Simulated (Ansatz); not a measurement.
## Run report: C$_{2}$H$_{6}$ClIn, single-point calculation

The run: single-point calculation of C$_{2}$H$_{6}$ClIn. Method and program: RKS PBE0, rpa/def2-SVPD (Ansatz 0.2.0).

The geometry comes from this level: PBE0-D4/def2-TZVP.

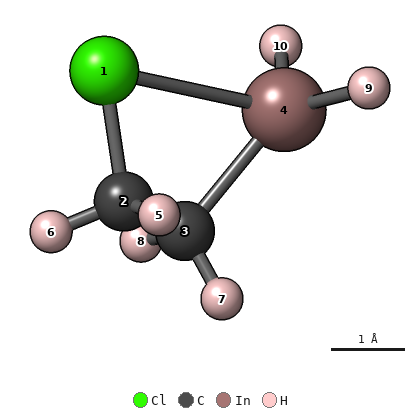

*The structure (ball-and-stick view, seen at a tilt; atoms are numbered from 1 in the order of the input). Sticks mark near contacts.*

Bond lengths as drawn: Cl–In 2.94 Å, C–C 1.50 Å, C–Cl 1.83 Å, C–H 1.09 Å, C–In 2.19 Å and H–In 1.72 to 1.73 Å.

### Input
```yaml
crystal:
  periodic: [false, false, false]
  atoms:
    - {symbol: Cl, position_ang: [-1.525365, 0.266032, -1.299820]}
    - {symbol: C, position_ang: [-0.803891, -0.995777, -0.186200]}
    - {symbol: C, position_ang: [0.611188, -0.625763, 0.160337]}
    - {symbol: In, position_ang: [0.611911, 1.564727, 0.238603]}
    - {symbol: H, position_ang: [-1.461525, -0.996233, 0.681525]}
    - {symbol: H, position_ang: [-0.926032, -1.931727, -0.731864]}
    - {symbol: H, position_ang: [0.894654, -1.088973, 1.108324]}
    - {symbol: H, position_ang: [1.306533, -0.961545, -0.610308]}
    - {symbol: H, position_ang: [-0.300911, 2.312163, 1.500706]}
    - {symbol: H, position_ang: [1.593449, 2.457096, -0.861284]}
basis:
  gaussian: {orbitals: def2-SVPD}
hamiltonian: {xc: {name: PBE0}}
correlation: {method: rpa, electrons: outside_noble_gas}
```

Hardware: 4 threads of Arm Neoverse V2, 23 GiB of memory available, shared host.

Run as:
```bash
ansatz run in.yaml --threads 4 --pin off --events-out ev --progress --plain --max-ram 10444MiB
```

### What the program printed
```
Functional definition: PBE0
  name "PBE0"
  cite "Adamo & Barone, J. Chem. Phys. 110, 6158 (1999) doi:10.1063/1.478522"
  cite "Perdew, Burke & Ernzerhof, Phys. Rev. Lett. 77, 3865 (1996) doi:10.1103/PhysRevLett.77.3865"
  parent pbe
  parameter a = 0.25
  parameter kappa = 0.804
  parameter beta = 0.06672455060314922
  exchange = (1 - a)*pbe_x(kappa = kappa, mu = beta*pi^2/3) + a*exact_x
  correlation = pbe_c(beta = beta)
1549 factors; integrals over basis functions are off by at most 1.1e-3 eV
mean field evaluation 1: about -19850.0368 eV, gradient 4.6e1 eV
mean field evaluation 2: about -19850.0889 eV, gradient 4.6e1 eV
mean field evaluation 4: about -19855.4198 eV, gradient 6.0e0 eV
mean field evaluation 8: about -19855.5285 eV, gradient 6.8e-1 eV
mean field evaluation 16: about -19855.5297 eV, gradient 7.0e-5 eV
mean field -19855.52966161 eV, -729.6772565028 hartree, gradient 5.2e-6 eV, S^2 0.000000; 0 other end points of the search recorded, 0 dependent functions left out
16 core orbitals not correlated, not the lowest: weight in the atoms' cores, before any rotation towards them, 0.730 or more for the frozen orbitals, at most 0.329 for the correlated occupied ones
reference -19801.18242163 eV, -727.6800322716 hartree; 12, 12 occupied and 119, 119 virtual orbitals, 1549 factors
Total energy: -19822.82234637 eV, -728.4752848374 hartree
```

### Results in brief

- outcome: converged
- total energy: −19822.8223 eV
- mean-field energy: −19801.1824 eV
- SCF solution under orbital rotations: stable
- wall time: 3.2 s (CPU time 12 s)
- peak memory: 0.47 GiB
